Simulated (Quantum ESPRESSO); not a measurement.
# CrO2: energy over the lowest, ferro ++ against volume, fitted and tested on a withheld row

System: CrO2, 2 Cr and 4 O in the cell, space group P4_2/mnm. From the study “How volume moves the moments of CrO2”.

Method: PBEsol; plane waves with GBRV 1.5 PBEsol potentials (Quantum ESPRESSO 7.5). Settings shared by all rows: cutoff 544.23 eV, 10×10×10 k-mesh, fermi-dirac occupations, smearing width 0.05 eV. No Hubbard term acts here. In such compounds local and semilocal functionals without one often delocalise the d electrons, and can shrink or lose moments and miss the size, sign and order of the couplings.

Results; the value marked ? is withheld:

```
volume (factor)  energy over the lowest, ferro ++ (meV an atom)
           0.88                                            96.7
           0.91                                            44.0
           0.94                                            12.9
           0.97                                             0.0
              1                                             2.5
           1.03                                               ?
           1.06                                            44.3
           1.09                                            79.7
           1.12                                           122.9
```

Fit the rows given and predict the energy over the lowest, ferro ++ at volume = 1.03 factor.

**Law.** Energy against volume follows the Birch–Murnaghan form, which is a polynomial in the Eulerian strain: third order, a cubic in t = (V/1)^(−2/3) − 1. In symbols, E = c0 + c1 t + c2 t² + c3 t³, with energy over the lowest, ferro ++ in meV an atom.

**Fit.** Least squares on 8 rows gives c0 = 2.5291, c1 = -466.051, c2 = 16694.3 and c3 = 5024.7.

```
volume (factor)          t  computed     fit  computed − fit
           0.88   0.088959      96.7   96.72           -0.02
           0.91   0.064892      44.0   43.96            0.04
           0.94   0.042113      12.9   12.88            0.02
           0.97   0.020514       0.0    0.04           -0.04
              1          0       2.5    2.53           -0.03
           1.06  -0.038101      44.3   44.24            0.06
           1.09  -0.055833      79.7   79.72           -0.02
           1.12  -0.072769     122.9  122.91           -0.01
```

The slope vanishes at t = 0.01387, so the minimum lies at V = 1 × (1 + t)^(−3/2) = 0.9795. That is the minimum of this magnetic state alone.

Shape and fractional positions are held, so this modulus can lie above that of a cell free to relax.

**Prediction.** At volume = 1.03 factor, t = -0.019513, so the law predicts 17.94 meV an atom. The computed value is 17.9 meV an atom, within one unit of its last digit of the prediction. The row lies between fitted rows, so this is an interpolation. The miss is of the size of the rounding of the printed values.

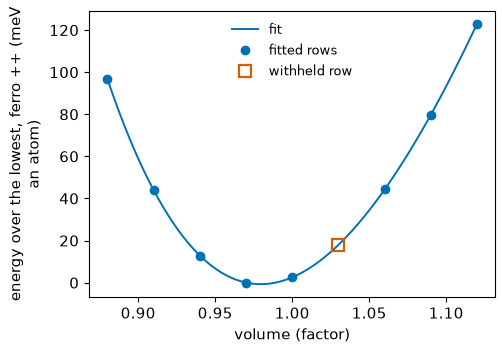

The rows, the fitted law and the withheld row.

[Logs and program files are shortened in this print: banners, set-up blocks, solver, clock and traceback lines can be left out without a mark of their own.]

[Logs are printed without paths, hosts, clocks, repeated set-up lines and the standing remarks that a program may print on its own settings, such as how far it seeks lower states.]

[Hosts, paths, dates, database ids (printed as entryN), source tags and the programs' standing remarks are cut or masked in the printed files.]

[Where a cell is said to come from a database of computed structures, the database is the Materials Project.]
